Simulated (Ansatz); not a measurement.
**Pressure series in MoSi2**

Start from MoSi$_{2}$ (space group I4/mmm, No. 139; a = 3.217 Å, c = 7.873 Å).

Cell and atoms are relaxed at each pressure.

Method: PBE (Ansatz, an electronic-structure program, PAW, without spin-orbit coupling), earlier PAW set.

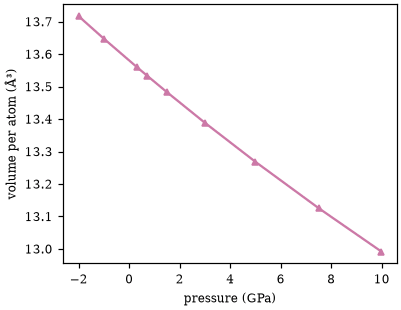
Figure: Volume against pressure

**Question.** Estimate the zero-pressure bulk modulus from the plot.

**Answer.** About 200 GPa; a third-order Birch–Murnaghan fit to the points gives V₀ = 13.58 Å³/atom, B₀ = 204 GPa and B₀′ = 4.4.

Load acts through the strain it causes; cell and atoms are relaxed under it. Whether these cells are dynamically stable was not tested. Competing high-pressure phases were not computed. The final runs are not spin-polarised.
